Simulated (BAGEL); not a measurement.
**C2H2FGe (SMILES C#[C][GeH][F]) at 3 levels**

We compute a comparison of 3 runs (UHF/3-21G, ROHF/6-31G*, UHF/6-31G*) of C2H2FGe. 

Program for the calculation: BAGEL 1.2.2.

## (1) The system as given

C2H2FGe: 6 atoms, total charge 0, spin state doublet. SMILES: `C#[C][GeH][F]`. The Ge3–H6 distance was set to 2.010 Å, away from the relaxed value.

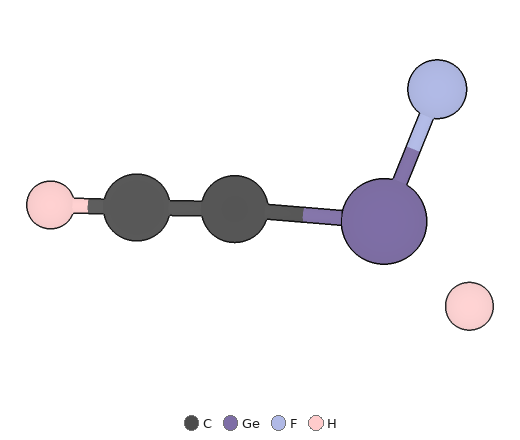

The structure, seen from a chosen angle (carbon dark grey, germanium purple, fluorine light blue, hydrogen pink).

## (2) A single-point energy at UHF/3-21G (density fitting with qzvpp-jkfit) (run 1)

File calc.json:

```json
{ "bagel": [

{
  "title": "molecule",
  "basis": "3-21g",
  "df_basis": "qzvpp-jkfit",
  "angstrom": true,
  "geometry": [
    { "atom": "C", "xyz": [   -0.112633,   -0.286817,   -2.020137 ] },
    { "atom": "C", "xyz": [    0.152767,   -0.326717,   -0.842537 ] },
    { "atom": "Ge", "xyz": [    0.807667,   -0.382417,    0.929263 ] },
    { "atom": "F", "xyz": [    0.124767,   -1.803717,    1.668463 ] },
    { "atom": "H", "xyz": [   -0.370333,   -0.254317,   -3.054437 ] },
    { "atom": "H", "xyz": [    0.172500,    1.183400,    2.017600 ] }
  ]
},
{ "title": "uhf", "nopen": 1 },
{ "title": "print", "file": "orbitals.molden", "orbitals": true }

]}
```

Command:

```bash
$ BAGEL_NUM_THREADS=1 BAGEL calc.json > calc.out
```

Standard output:

```text
* using 1 threads per process

  ===============================================================
  ===============================================================

  *** Geometry ***

  { "atom" : "C", "xyz" : [     -0.212846,     -0.542006,     -3.817506 ] },
  { "atom" : "C", "xyz" : [      0.288688,     -0.617406,     -1.592164 ] },
  { "atom" : "Ge", "xyz" : [      1.526269,     -0.722663,      1.756053 ] },
  { "atom" : "F", "xyz" : [      0.235775,     -3.408531,      3.152938 ] },
  { "atom" : "H", "xyz" : [     -0.699828,     -0.480589,     -5.772049 ] },
  { "atom" : "H", "xyz" : [      0.325978,      2.236302,      3.812711 ] },

  Number of auxiliary basis functions:      529

  Since a DF basis is specified, we compute 2- and 3-index integrals:
    o Being stored without compression. Storage requirement is 0.012 GB

  Number of basis functions:       53
  Number of electrons      :       55

    * METHOD: MOLECULE                             0.18

  *** Open-shell HF ***

  === Nuclear Repulsion ===
   228.1069751970

      * DIIS with orbital gradients will be used.

  === UHF iteration (3-21g) ===
      0      -2240.49311633          0.04394140           0.09
      1      -2240.60385902          0.02654045           0.09
      2      -2240.63144629          0.01605687           0.08
      3      -2240.64491229          0.00129643           0.09
      4      -2240.64559040          0.00076905           0.08
      5      -2240.64584838          0.00026217           0.08
      6      -2240.64597941          0.00019412           0.08
      7      -2240.64607287          0.00017893           0.08
      8      -2240.64621204          0.00014609           0.08
      9      -2240.64637286          0.00005156           0.08
[... 28 lines of this table left out ...]
     38      -2240.64652591          0.00000001           0.08
     39      -2240.64652591          0.00000001           0.09
     40      -2240.64652591          0.00000001           0.09
     41      -2240.64652591          0.00000001           0.09
    * SCF iteration converged.

    * S^2 (UHF) is 0.8539

    * Permanent dipole moment:
           (   -0.461506,    -0.487539,     0.905883) a.u.

    * METHOD: UHF                                  3.63

    * METHOD: PRINT                                0.01

  ===============================================================
```

Run time: 4.2 s. Hardware: 1 thread of Arm Neoverse V2, shared host; peak memory 0.094 GiB.

## (3) The energy at ROHF/6-31G(d) (density fitting with qzvpp-jkfit, spherical functions) (run 2)

File input.json:

```json
{ "bagel": [

{
  "title": "molecule",
  "basis": "6-31gs.json",
  "df_basis": "qzvpp-jkfit",
  "angstrom": "true",
  "geometry": [
    { "atom": "C", "xyz": [   -0.112633,   -0.286817,   -2.020137 ] },
    { "atom": "C", "xyz": [    0.152767,   -0.326717,   -0.842537 ] },
    { "atom": "Ge", "xyz": [    0.807667,   -0.382417,    0.929263 ] },
    { "atom": "F", "xyz": [    0.124767,   -1.803717,    1.668463 ] },
    { "atom": "H", "xyz": [   -0.370333,   -0.254317,   -3.054437 ] },
    { "atom": "H", "xyz": [    0.172500,    1.183400,    2.017600 ] }
  ]
},
{
  "title": "rohf",
  "nopen": 1
},
{
  "title": "print",
  "file": "orbitals.molden",
  "orbitals": "true"
}

]}
```

The basis set 6-31G* is read from a file made from the Basis Set Exchange's data (not shown).

Command:

```bash
$ BAGEL_NUM_THREADS=1 BAGEL input.json > input.out
```

Standard output:

```text
* using 1 threads per process

  ===============================================================
  ===============================================================

  *** Geometry ***

  { "atom" : "C", "xyz" : [     -0.212846,     -0.542006,     -3.817506 ] },
  { "atom" : "C", "xyz" : [      0.288688,     -0.617406,     -1.592164 ] },
  { "atom" : "Ge", "xyz" : [      1.526269,     -0.722663,      1.756053 ] },
  { "atom" : "F", "xyz" : [      0.235775,     -3.408531,      3.152938 ] },
  { "atom" : "H", "xyz" : [     -0.699828,     -0.480589,     -5.772049 ] },
  { "atom" : "H", "xyz" : [      0.325978,      2.236302,      3.812711 ] },

  Number of auxiliary basis functions:      529

  Since a DF basis is specified, we compute 2- and 3-index integrals:
    o Being stored without compression. Storage requirement is 0.026 GB

  Number of basis functions:       78
  Number of electrons      :       55

    * METHOD: MOLECULE                             0.25

  *** Open-shell HF ***

  === Nuclear Repulsion ===
   228.1069751970

      * DIIS with orbital gradients will be used.

  === ROHF iteration (6-31gs.json) ===
      0      -2251.10893361          0.03712840           0.15
      1      -2251.23096759          0.02472979           0.13
      2      -2251.27394344          0.01592411           0.14
      3      -2251.30386026          0.00143328           0.13
      4      -2251.30499459          0.00085239           0.14
      5      -2251.30555741          0.00046092           0.13
      6      -2251.30582146          0.00028949           0.14
      7      -2251.30593799          0.00013627           0.14
      8      -2251.30597584          0.00004147           0.14
      9      -2251.30601114          0.00002434           0.14
     10      -2251.30601408          0.00001349           0.14
     11      -2251.30601414          0.00000690           0.14
     12      -2251.30601457          0.00000387           0.14
     13      -2251.30601474          0.00000181           0.14
     14      -2251.30601475          0.00000110           0.14
     15      -2251.30601483          0.00000038           0.14
     16      -2251.30601484          0.00000021           0.14
     17      -2251.30601484          0.00000011           0.13
     18      -2251.30601485          0.00000006           0.14
     19      -2251.30601485          0.00000003           0.13
     20      -2251.30601486          0.00000002           0.14
     21      -2251.30601486          0.00000001           0.14
     22      -2251.30601486          0.00000001           0.14
    * SCF iteration converged.

    * S^2 (ROHF) is 0.7500

    * Permanent dipole moment:
           (   -0.442331,    -0.449801,     0.922847) a.u.

    * METHOD: ROHF                                 3.41

    * METHOD: PRINT                                0.01

  ===============================================================
```

Run time: 3.9 s. Hardware: 1 thread of Arm Neoverse V2, shared host; peak memory 0.13 GiB.

## (4) A single-point energy at UHF/6-31G(d) (density fitting with qzvpp-jkfit, spherical functions) (run 3)

File input.json:

```json
{ "bagel" : [

{
  "title" : "molecule",
  "basis" : "6-31gs.json",
  "df_basis" : "qzvpp-jkfit",
  "angstrom" : "true",
  "geometry" : [
    { "atom" : "C", "xyz" : [      -0.112633,      -0.286817,      -2.020137 ] },
    { "atom" : "C", "xyz" : [       0.152767,      -0.326717,      -0.842537 ] },
    { "atom" : "Ge", "xyz" : [       0.807667,      -0.382417,       0.929263 ] },
    { "atom" : "F", "xyz" : [       0.124767,      -1.803717,       1.668463 ] },
    { "atom" : "H", "xyz" : [      -0.370333,      -0.254317,      -3.054437 ] },
    { "atom" : "H", "xyz" : [       0.172500,       1.183400,       2.017600 ] }
  ]
},

{ "title" : "uhf", "nopen" : 1 },

{ "title" : "print", "file" : "orbitals.molden", "orbitals" : "true" }

]}
```

The basis set 6-31G* is read from a file made from the Basis Set Exchange's data (not shown).

Command:

```bash
$ BAGEL_NUM_THREADS=1 BAGEL input.json > input.out
```

Standard output:

```text
* using 1 threads per process

  ===============================================================
  ===============================================================

  *** Geometry ***

  { "atom" : "C", "xyz" : [     -0.212846,     -0.542006,     -3.817506 ] },
  { "atom" : "C", "xyz" : [      0.288688,     -0.617406,     -1.592164 ] },
  { "atom" : "Ge", "xyz" : [      1.526269,     -0.722663,      1.756053 ] },
  { "atom" : "F", "xyz" : [      0.235775,     -3.408531,      3.152938 ] },
  { "atom" : "H", "xyz" : [     -0.699828,     -0.480589,     -5.772049 ] },
  { "atom" : "H", "xyz" : [      0.325978,      2.236302,      3.812711 ] },

  Number of auxiliary basis functions:      529

  Since a DF basis is specified, we compute 2- and 3-index integrals:
    o Being stored without compression. Storage requirement is 0.026 GB

  Number of basis functions:       78
  Number of electrons      :       55

    * METHOD: MOLECULE                             0.25

  *** Open-shell HF ***

  === Nuclear Repulsion ===
   228.1069751970

      * DIIS with orbital gradients will be used.

  === UHF iteration (6-31gs.json) ===
      0      -2251.10893361          0.03712840           0.14
      1      -2251.23679248          0.02464155           0.14
      2      -2251.28068927          0.01581162           0.14
      3      -2251.31005787          0.00118148           0.14
      4      -2251.31108184          0.00054980           0.13
      5      -2251.31142844          0.00018927           0.13
      6      -2251.31154432          0.00010654           0.14
      7      -2251.31161804          0.00008477           0.14
      8      -2251.31168122          0.00007905           0.14
      9      -2251.31173925          0.00006719           0.14
[... 26 lines of this table left out ...]
     36      -2251.31194825          0.00000002           0.13
     37      -2251.31194825          0.00000001           0.14
     38      -2251.31194825          0.00000001           0.14
     39      -2251.31194825          0.00000001           0.14
    * SCF iteration converged.

    * S^2 (UHF) is 0.8545

    * Permanent dipole moment:
           (   -0.359941,    -0.497593,     0.897596) a.u.

    * METHOD: UHF                                  5.70

    * METHOD: PRINT                                0.01

  ===============================================================
```

It took 6.3 s on 1 thread of Arm Neoverse V2, shared host; peak memory 0.13 GiB.

## (5) The series

| run | level | energy (Eh) | dipole moment (D) | ⟨S²⟩ | wall time |
| --- | --- | --- | --- | --- | --- |
| 1 | UHF/3-21G (density fitting with qzvpp-jkfit) | -2240.646526 | 2.87 | 0.854 | 4.2 s |
| 2 | ROHF/6-31G* (density fitting with qzvpp-jkfit, spherical functions) | -2251.306015 | 2.84 | 0.750 | 3.9 s |
| 3 | UHF/6-31G* (density fitting with qzvpp-jkfit, spherical functions) | -2251.311948 | 2.76 | 0.855 | 6.3 s |

## (6) Summary of results

| quantity | value |
| --- | --- |
| run 3: total energy | -2251.31195 Eh |
| run 3: dipole moment | 2.76 D |
| run 3: ⟨S²⟩ | 0.855 |

What this shows: The dipole moment (its size) runs from 2.76 D (UHF/6-31G*) to 2.87 D (UHF/3-21G). Spin contamination of the reference: run 3 ⟨S²⟩ = 0.85, run 1 ⟨S²⟩ = 0.85. All runs together took 14 s, the longest 6.3 s.
